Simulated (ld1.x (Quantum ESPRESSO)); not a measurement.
**Pseudopotential generation for Sc (part 2 of 2)**

Continued. System: scandium (Sc, Z = 21), core [Ar], reference valence 3d1.5 4s1.5 4p0, valence charge 3. Method: TM potential, PBEsol, scalar-relativistic, made with ld1.x (Quantum ESPRESSO) 7.5.

## Output of the test run (extracts), continued
```
     ---------------------- Testing the pseudopotential ----------------------

     Sc
     scalar relativistic calculation

     atomic number is 21.00   valence charge is  3.00
     dft =PBESOL   lsd =0 sic =0 latt =0  beta=0.20 tr2=1.0E-14
     mesh =1173 r(mesh) = 100.03074 xmin = -7.00 dx = 0.01250

     n l     nl             e AE (Ry)        e PS (Ry)    De AE-PS (Ry)
     3 2     3D   1( 1.00)       -0.39785       -0.00000       -0.39785  !
     1 0     4S   1( 0.00)       -0.39975       -0.39975        0.00000
     2 1     4P   1( 2.00)       -0.18356       -0.00000       -0.18356  !

     eps = 8.6E-15  iter = 58

     Etot =   -1525.874331 Ry,    -762.937165 Ha,  -20760.577889 eV
     Etotps =   -11.454454 Ry,      -5.727227 Ha,    -155.845781 eV
     dEtot_ae =       0.368009 Ry
     dEtot_ps =       3.102399 Ry,   Delta E=      -2.734390 Ry

     Ekin =       1.952186 Ry,       0.976093 Ha,      26.560847 eV
     Encl =      -1.974128 Ry,      -0.987064 Ha,     -26.859385 eV
     Ehrt =       0.212008 Ry,       0.106004 Ha,       2.884513 eV
     Ecxc =     -11.644519 Ry,      -5.822260 Ha,    -158.431755 eV
     (Ecc =     -11.282505 Ry,      -5.641252 Ha,    -153.506298 eV)

     ---------------------- End of pseudopotential test ----------------------

     ---------------------- Testing the pseudopotential ----------------------

     Sc
     scalar relativistic calculation

     atomic number is 21.00   valence charge is  3.00
     dft =PBESOL   lsd =0 sic =0 latt =0  beta=0.20 tr2=1.0E-14
     mesh =1173 r(mesh) = 100.03074 xmin = -7.00 dx = 0.01250

     n l     nl             e AE (Ry)        e PS (Ry)    De AE-PS (Ry)
     3 2     3D   1( 1.00)       -0.47416       -0.48611        0.01194  !
     1 0     4S   1( 1.50)       -0.50553       -0.50473       -0.00080
     2 1     4P   1( 0.00)       -0.27831       -0.27630       -0.00201

     eps = 3.2E-16  iter = 14

     Etot =   -1526.089339 Ry,    -763.044670 Ha,  -20763.503229 eV
     Etotps =   -14.401461 Ry,      -7.200730 Ha,    -195.941853 eV
     dEtot_ae =       0.153001 Ry
     dEtot_ps =       0.155392 Ry,   Delta E=      -0.002391 Ry

     Ekin =       5.042867 Ry,       2.521433 Ha,      68.611695 eV
     Encl =      -8.973102 Ry,      -4.486551 Ha,    -122.085273 eV
     Ehrt =       2.016873 Ry,       1.008436 Ha,      27.440950 eV
     Ecxc =     -12.970601 Ry,      -6.485300 Ha,    -176.474014 eV
     (Ecc =     -11.282505 Ry,      -5.641252 Ha,    -153.506298 eV)
     Epseu=       0.482503 Ry,       0.241252 Ha,       6.564789 eV

     ---------------------- End of pseudopotential test ----------------------
```

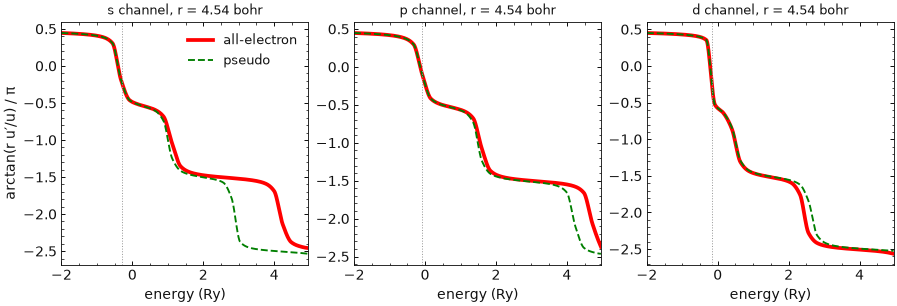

Unwrapped phase arctan(r u′/u) in units of π against energy, all-electron (solid) and pseudo (dashed); the pseudo phase is matched to the all-electron one at the reference energy. Here u = r R(r). A near-vertical step is a level narrower than the spacing of the points behind the curves. The dotted line marks the reference energy of the channel.

- Range over which the phases agree within 0.05 rad: s: up to about 0.7 Ry; p: up to about 1.2 Ry; d: up to about 0.4 Ry.
- Ghost states: Going away from the reference energies, the phases part by more than π/2 in: s at about 2.9 Ry (above its reference energy, pseudo phase lower); p at about 4.2 Ry (above its reference energy, pseudo phase lower). Such a step is either a state that only one of the two atoms has or an ordinary level shifted in energy. The separate test gives: ghost states below the valence levels: s at -87.0 eV, p at -28.1 eV. The bound ghosts lie below the range of the plot.

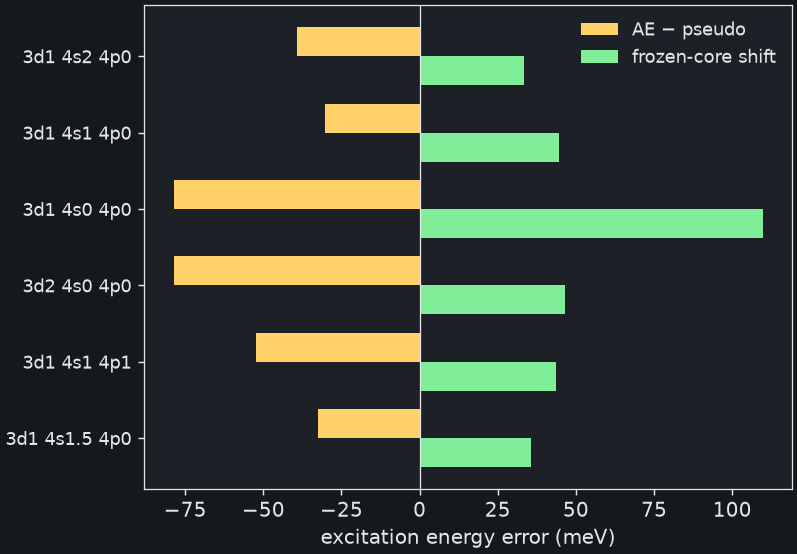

Errors, all-electron minus pseudo, of the energies of valence configurations relative to the unpolarised reference 3d1.5 4s1.5 4p0. The frozen-core shift is the all-electron excitation energy with the core held at its reference shape less the relaxed one. Not all tests gave a result: 1 of 7 tests not solved.

- Worst configuration: 3d1 4s0 4p0 (charge +2): the error is -79 meV on an all-electron energy of +18.88 eV relative to the reference, or 0.42 %.
- Frozen-core shift where the error is largest: +110 meV, beside an error of -79 meV. Freezing the core raises the excitation energy, so by itself it would give an error of -110 meV; the rest, +31 meV, comes from the pseudisation. The potential isn't sound: its ghost test gives ghost states below the valence levels: s at -87.0 eV, p at -28.1 eV.

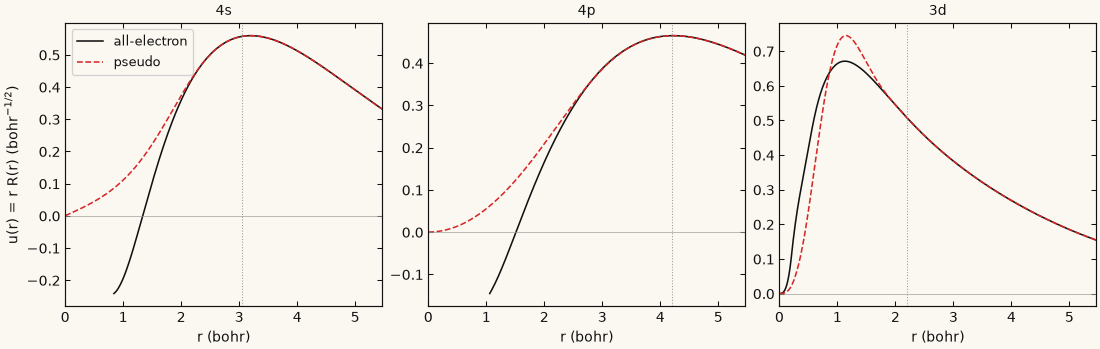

Partial waves u(r) = r R(r), all-electron (solid) and pseudo (dashed). Dotted lines mark the matching radii. The innermost oscillations of some all-electron curves aren't drawn. Pseudo-waves: 4s has no node; 4p has no node; 3d has no node.

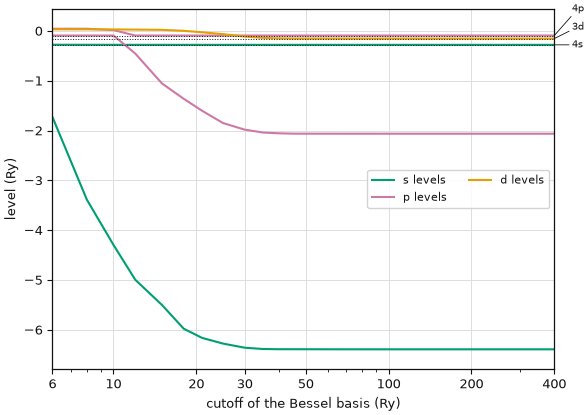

The pseudo-atom Hamiltonian at the reference potential is diagonalised in spherical Bessel functions (20 bohr box) up to the cutoff. Curves: the lowest levels of each channel that holds a bound state. Dotted lines: the all-electron valence levels.

- Ghost states: below the valence levels: s at -87.0 eV, p at -28.1 eV. A ghost is a state of the pseudo-atom that lies below a valence level of its channel, or is bound in a channel without one, and matches no all-electron valence level; bound levels above the valence ones can be real empty states. In Ry: s -6.39, p -2.06.
- Onset of the ghost: the lowest s curve lies clearly below the lowest valence level of its channel already at the lowest cutoff, 6 Ry, and ends at -6.39 Ry.
- All-electron valence levels: 4s: -0.28 Ry; 4p: -0.09 Ry; 3d: -0.15 Ry.

## Input file
```
 &input
   title='Sc', zed=21., rel=1, dft='PBESOL', iswitch=3,
   config='[Ar] 3d1.5 4s1.5 4p0',
   nld=3, rlderiv=4.55, eminld=-2.0, emaxld=5.0, deld=0.02
 /
 &inputp
   pseudotype=2, tm=.true., lloc=2,
   nlcc=.true., new_core_ps=.true., rcore=1.70,
   file_pseudopw='Sc.UPF', file_wfcaegen='ae.wfc', file_wfcncgen='nc.wfc', file_beta='beta', file_chi='chi'
 /
3
4S  1  0   1.50   0.00  3.05  3.05  0.0
4P  2  1   0.00   0.00  4.20  4.20  0.0
3D  3  2   1.50   0.00  2.20  2.20  0.0
 &test
   configts(1)='3d1.5 4s1.5 4p0'
 /
```

## Input of the test run
```
 &input
   title='Sc', zed=21., rel=1, dft='PBESOL', iswitch=2,
   config='[Ar] 3d1.5 4s1.5 4p0'
 /
 &test
   file_pseudo='Sc.UPF', nconf=8,
   configts(1)='3d1.5 4s1.5 4p0',
   configts(2)='3d1 4s2 4p0',
   configts(3)='3d1 4s1 4p0',
   configts(4)='3d1 4s0 4p0',
   configts(5)='3d2 4s0 4p0',
   configts(6)='3d1 4s1 4p1',
   configts(7)='3d1 4s0 4p2',
   configts(8)='3d1 4s1.5 4p0'
 /
```

Launched with:
```bash
ld1.x < Sc.in > Sc.out
```

## Results in brief

- outcome: generated, with a ghost state
- cutoffs needed: 40 Ry and 50 Ry (the cutoffs, on a coarse ladder, from which the occupation-weighted sum of valence levels, in a spherical-Bessel basis at the reference potential, stays within 10 and 1 mRy of its value at 400 Ry); ghost states and empty shells don't enter this sum
- ghost test: ghost states below the valence levels: s at -87.0 eV, p at -28.1 eV (spherical-Bessel basis up to 400 Ry, 20 bohr box)
- configuration tests: 1 of 7 tests not solved
- largest excitation error among the tests solved: -79 meV (all-electron minus pseudo) for 3d1 4s0 4p0
- range over which the phases arctan(r u′/u) at the test radius agree within 0.05 rad (a looser test near the poles than one of phase shifts): s: up to about 0.7 Ry; p: up to about 1.2 Ry; d: up to about 0.4 Ry
- hardware: 1 CPU thread, shared host
- wall time: 3 s

## Notes

The potential has a bound ghost state, so it can't be used as it stands.
